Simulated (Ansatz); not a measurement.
# B$_{2}$Cl$_{2}$H$_{4}$ (charge +1, doublet): what the fields show

```json
{"atom": "B", "x (Å)": "0.4218", "y (Å)": "0.2952", "z (Å)": "-0.4440"}
{"atom": "Cl", "x (Å)": "2.2123", "y (Å)": "0.2476", "z (Å)": "-0.6338"}
{"atom": "Cl", "x (Å)": "0.1376", "y (Å)": "1.3970", "z (Å)": "-1.8403"}
{"atom": "H", "x (Å)": "-0.1719", "y (Å)": "-0.8650", "z (Å)": "-0.5285"}
{"atom": "B", "x (Å)": "-0.6511", "y (Å)": "-0.4557", "z (Å)": "0.6855"}
{"atom": "H", "x (Å)": "-1.8141", "y (Å)": "-0.2178", "z (Å)": "0.5389"}
{"atom": "H", "x (Å)": "-0.1364", "y (Å)": "-1.1473", "z (Å)": "1.5146"}
{"atom": "H", "x (Å)": "0.0019", "y (Å)": "0.7460", "z (Å)": "0.7075"}
```

Geometry: PBE0-D4/def2-SVP.

Method: UKS PBE0-D4/def2-TZVP in Ansatz 0.2.0.

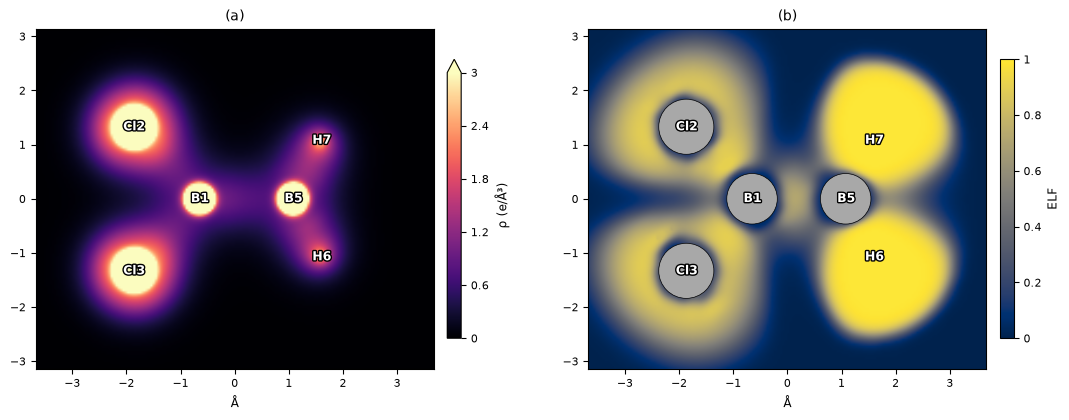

Figure 1. (a) total electron density; (b) electron localisation function on the plane of atoms H6, B5 and H7. Grey discs cover the atomic cores in the ELF map.

Read the bonding off the picture.

Answer.
- The section cuts through B, Cl and H sites.
- B–B (1.73 Å): ρ at the midpoint is about 0.8 e/Å³; the ELF peaks at about 0.70 between the atoms.
- B–Cl (1.80 Å): ρ is about 1.2 e/Å³ halfway; the ELF peaks at about 0.90 between the atoms: a shared but strongly polarised pair.
- B–H (1.20 Å): ρ at the midpoint is about 1.3 e/Å³; the ELF climbs to about 1 towards the hydrogen, as it does in any bond to H: a covalent bond by its length.
- The ELF also peaks beside Cl3 and Cl2, away from the bonds: non-bonding electrons, paired or unpaired.

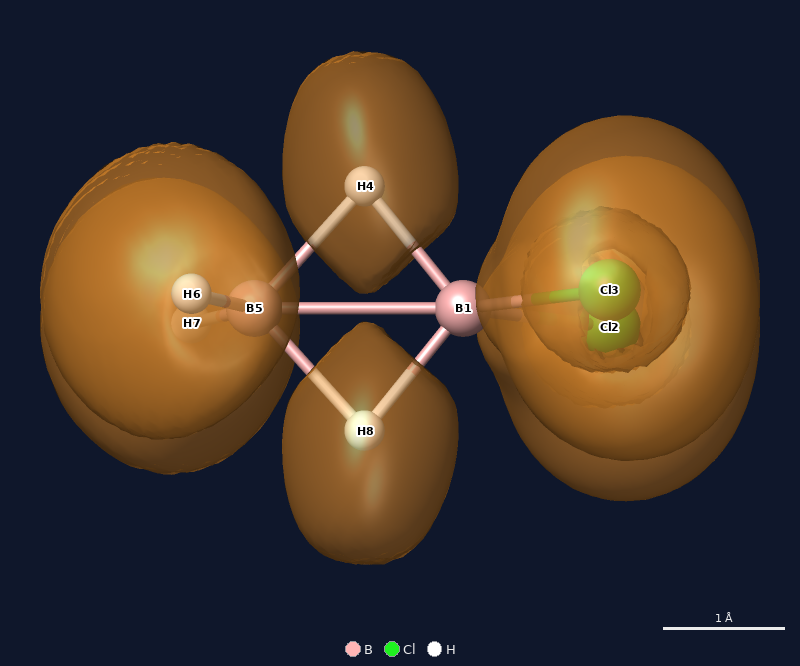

Figure 2. Isosurface of the ELF at 0.75 (orange), seen from one side. Only the valence region is drawn (cores and ρ < 0.01 e/Å³ removed).

Identify the bonds, lone pairs and shells in this picture.

Answer. The ELF exceeds this value in four regions around hydrogen nuclei and two regions on Cl in which the atom's valence shell and bonds are merged.

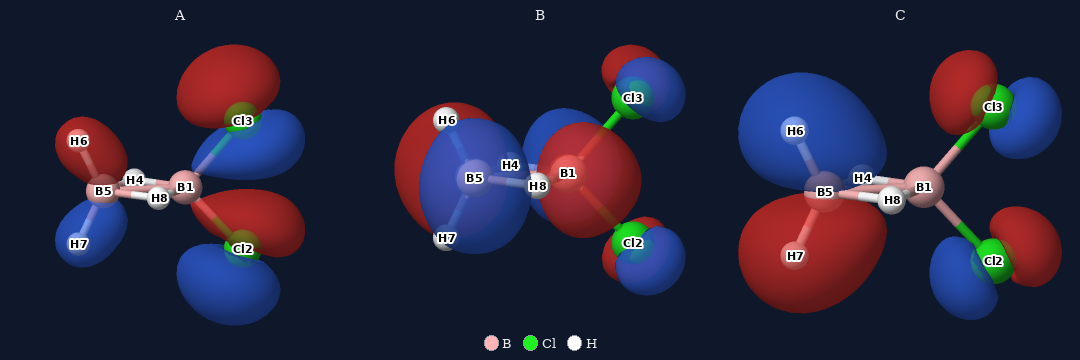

Figure 3. Three frontier orbitals at ±0.1 Å⁻³ᐟ² (blue and red are the two phases), in no order.

Which picture is the HOMO−1, the HOMO and the LUMO? All are α orbitals.

Answer. A is the HOMO−1 (α) (−16.00 eV). By Hirshfeld shares it lies mainly on Cl2 (about 45 %) and Cl3 (about 45 %); largely a combination of lone pairs on Cl2 and Cl3. C is the HOMO (α) (−15.66 eV). By Hirshfeld shares it lies mainly on B5 (about 35 %), H6 (about 20 %), H7 (about 20 %), Cl2 (about 10 %) and Cl3 (about 10 %). B is the LUMO (α) (−6.73 eV). Its weight (Hirshfeld) is mainly on B5 (about 35 %), B1 (about 25 %), Cl3 (about 10 %), Cl2 (about 10 %), H4 (about 5 %) and H8 (about 5 %); π-antibonding (π*) across B5–B1.

What is the gap between the highest occupied and lowest empty α orbitals?

Answer. 8.93 eV between the orbital energies.

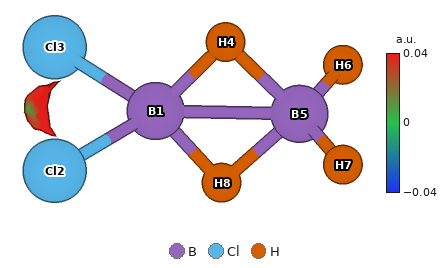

Figure 4. Non-covalent interaction (NCI) plot: the surface where the reduced density gradient is 0.4, for densities under 0.05 a.u., coloured by sign(λ₂)ρ; seen at an oblique angle.

Which non-covalent interactions does the plot reveal?

Answer. In the angle between B1, Cl2 and Cl3: mostly steric crowding (olive to red).
